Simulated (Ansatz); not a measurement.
# How amorphous 29Ga2O3-71GeO2 (mol %) changes with density

How do energy, pressure, forces, levels, charges and cost follow the density?

Computed with Ansatz 0.2.0: Kohn-Sham DFT, PBE, PAW (set soft_2). Every run is a single point, with the atoms held where the recipe put them (cutoff of the plane-wave runs 420 eV, fixed occupations).

First member: 86 atoms (14 Fe, 17 Ge, 55 O) placed at random at 3.54 g/cm³, melted at 5000 K for 10 ps at fixed volume with the Morse and Coulomb pair potential with partial charges (Pedone, Malavasi, Menziani, Cormack and Segre, J. Phys. Chem. B 110, 11780 (2006)). Quenched from 5000 K to 300 K at 100 K/ps and fixed volume, held 5 ps, then minimised at fixed cell. Then Fe was replaced by Ga and the cell scaled by 1.006 (the potential has no terms for the new elements, so the cell is a start for a DFT relaxation).

Last member: 86 atoms (14 Fe, 17 Ge, 55 O) placed at random at 4.72 g/cm³, melted at 5000 K for 10 ps at fixed volume with the Morse and Coulomb pair potential with partial charges (Pedone, Malavasi, Menziani, Cormack and Segre, J. Phys. Chem. B 110, 11780 (2006)). Quenched from 5000 K to 300 K at 100 K/ps and fixed volume, held 5 ps, then minimised at fixed cell. Then Fe was replaced by Ga and the cell scaled by 1.006 (the potential has no terms for the new elements, so the cell is a start for a DFT relaxation).

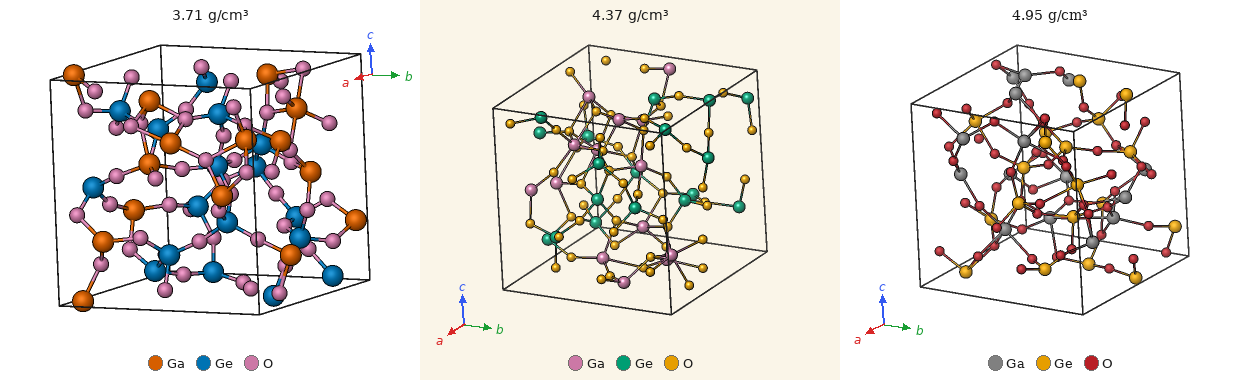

Three members of the series, labelled by density. Bonds to atoms that aren't drawn are left out. Some periodic images of atoms are drawn too.

The members:

```tsv
density (g/cm³)	reduced formula	atoms	valence electrons	k-mesh	basis	density (g/cm³)
3.71	Ga14Ge17O55	86	750	1×1×1	plane waves	3.71
3.916	Ga14Ge17O55	86	750	1×1×1	plane waves	3.92
4.122	Ga14Ge17O55	86	750	1×1×1	plane waves	4.12
4.37	Ga14Ge17O55	86	750	1×1×1	plane waves	4.37
4.617	Ga14Ge17O55	86	750	1×1×1	plane waves	4.62
4.947	Ga14Ge17O55	86	750	1×1×1	plane waves	4.95
```

Each cell is one sample from a classical run, so sample-to-sample scatter enters every column.

The input of the first member, without its atom lines; other members have their own cell and atoms, and may differ in mesh, basis and outputs:

```yaml
crystal:
  lattice:
    - [11.14215, 0.0, 0.0]
    - [0.0, 11.14215, 0.0]
    - [0.0, 0.0, 11.14215]
  atoms:
    [... 86 lines ...]
kpoints:
  mp_grid: { grid: [1, 1, 1] }
hamiltonian:
  xc: pbe
scf:
  occupations: { method: fixed }
output:
  forces: true
  stress: true
  populations: true
  dos:
    method: { smearing: { sigma: 0.08 } }
    de: 0.1
    projected: { site_lists: { Ga: [Ga], Ge: [Ge], O: [O] } }
  eigenvalues: true
  write_density: true
  write_potential: true
  volumetric_format: npy
```

Results; charges are mean Löwdin charges in e:

```tsv
density (g/cm³)	energy less the first member's (meV/atom)	pressure (GPa)	r.m.s. force (eV/Å)	gap (eV)	q(Ga)	q(Ge)	q(O)
3.71	0.0	-2.68	0.968	0.783	+1.06	+1.63	-0.71
3.916	0.6	-0.735	0.825	1.22	+1.05	+1.62	-0.71
4.122	4.6	-2.14	0.862	1.03	+1.05	+1.61	-0.71
4.37	8.9	-1.84	0.889	0.627	+1.04	+1.60	-0.70
4.617	4.2	0.197	0.874	0.883	+1.03	+1.60	-0.70
4.947	14.8	-0.976	0.768	0.664	+1.01	+1.58	-0.69
```

The gap is that between the highest filled and lowest empty Kohn-Sham level on the run's k-points; tail or defect levels can set it, and semilocal functionals tend to put gaps under measured ones. Atoms aren't relaxed at this level, so pressure against density here is no equation of state. The projection misses up to 0.039 e an atom, so the charges add up to more than the cell's charge.

Bonds in each cell, which the recipe sets and DFT didn't move; cutoffs follow each cell's own g(r) within set bounds (mean length in Å, and neighbours of the second kind about the first):

```tsv
density (g/cm³)	Ge-O length	Ge-O count	Ga-O length	Ga-O count
3.71	1.744	4.00	2.027	4.64
3.916	1.765	4.18	2.041	5.21
4.122	1.771	4.18	2.041	5.00
4.37	1.777	4.29	2.073	5.36
4.617	1.776	4.24	2.030	5.07
4.947	1.794	4.35	2.079	5.36
```

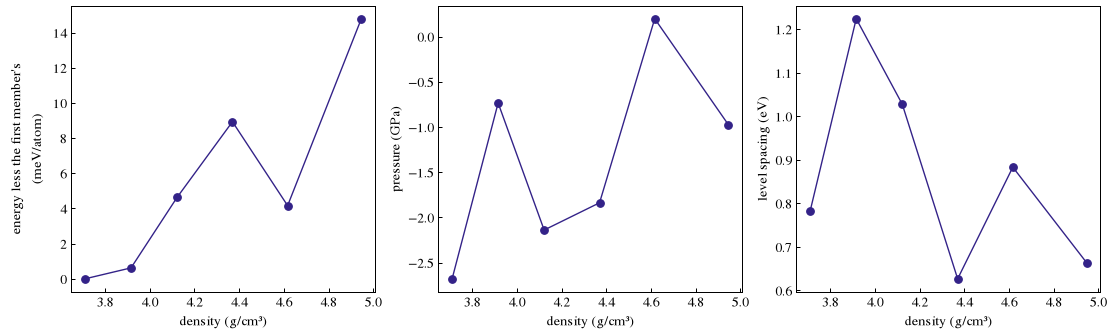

Results against density.

Cost on 8 threads of Arm Neoverse V2, shared host:

```tsv
density (g/cm³)	atoms	basis	k-mesh	SCF cycles	time	host memory (GiB)
3.71	86	plane waves	1×1×1	9	15 s	2.1
3.916	86	plane waves	1×1×1	9	13 s	2.0
4.122	86	plane waves	1×1×1	10	14 s	1.8
4.37	86	plane waves	1×1×1	10	13 s	1.8
4.617	86	plane waves	1×1×1	10	13 s	1.7
4.947	86	plane waves	1×1×1	10	12 s	1.7
```

Times include the outputs that each run asked for, on hosts shared with other jobs.

The energy against the first member is lowest at 3.71 g/cm³ (0.0 meV/atom) and highest at 4.95 g/cm³ (14.8 meV/atom), rising overall but not at every step; each member is a single configuration. The gap is lowest at 4.37 g/cm³ (0.627 eV) and highest at 3.92 g/cm³ (1.22 eV), with no steady trend; in single samples it varies with the configuration. The mean charge on Ga goes from +1.06 e at 3.71 to +1.01 e at 4.95 g/cm³. The pressure is lowest at 3.71 g/cm³ (-2.7 GPa) and highest at 4.62 g/cm³ (0.2 GPa), with no steady trend.

Caveats: The quench rate of 100 K/ps far exceeds what a furnace or splat quench reaches, so expect more defects and frozen-in strain than in a real sample. The starting topology of bonds comes from the classical model, and needn't be the one that DFT or experiment would give. The cells aren't relaxed by DFT, which could reorder their energies. The cells were made for other elements and scaled, so their density isn't DFT's own.

[Logs are printed without paths, hosts, clocks, repeated set-up lines and the standing remarks that a program may print on its own settings, such as how far it seeks lower states.]

[Hosts, paths, dates, database ids (printed as entryN), source tags and the programs' standing remarks are cut or masked in the printed files.]
